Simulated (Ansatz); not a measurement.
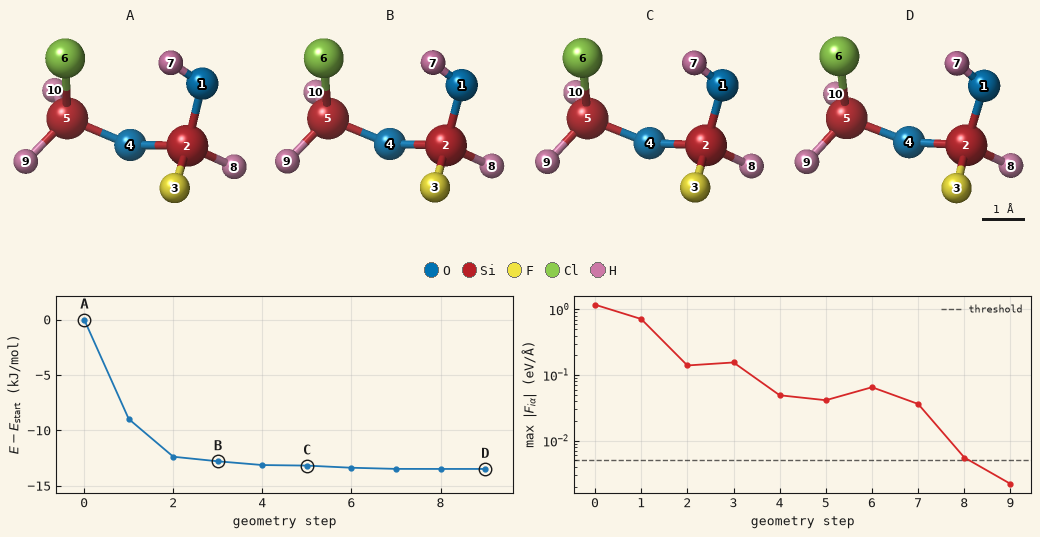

Frames of a relaxation of Si2H4O2ClF, marked on the history of the run. Style: ball-and-stick. Shown at a tilt.

The start comes from PBE-D4/def2-SVP.

Computed with Ansatz 0.2.0, RKS PBE0-D4/def2-TZVP. (force threshold 0.005 eV/Å; at most 150 steps)

### Describe the path.

The largest move after the best rigid fit is that of H7, 0.20 Å. By element the largest moves are H 0.20 Å, Cl 0.19 Å, O 0.12 Å, F 0.07 Å, Si 0.03 Å. Some distances before and after: Si2–O4 1.675 → 1.628 Å, Si2–F3 1.632 → 1.589 Å, O4–Si5 1.661 → 1.622 Å, Si5–Cl6 2.101 → 2.062 Å. Among the angles between lasting bonds that change: Si2–O4–Si5 138.0° → 145.5°, Si2–O1–H7 114.8° → 119.3°. Over 9 geometry steps the energy falls by 13.5 kJ/mol. Largest force component: 1.2 eV/Å at the start, 0.0022 eV/Å at the end. From step 0 to 3: H7 moves most (0.07 Å), energy −12.8 kJ/mol. From step 3 to 5: H7 moves most (0.05 Å), energy −0.39 kJ/mol. From step 5 to 9: Cl6 moves most (0.10 Å), energy −0.30 kJ/mol.

| step | E − E(0), kJ/mol | largest force component, eV/Å |
| --- | --- | --- |
| 0 | 0.00 | 1.1795 |
| 1 | -8.96 | 0.7138 |
| 2 | -12.37 | 0.1401 |
| 3 | -12.78 | 0.1556 |
| 4 | -13.12 | 0.0493 |
| 5 | -13.17 | 0.0414 |
| 6 | -13.36 | 0.0653 |
| 7 | -13.46 | 0.0363 |
| 8 | -13.47 | 0.0056 |
| 9 | -13.47 | 0.0022 |
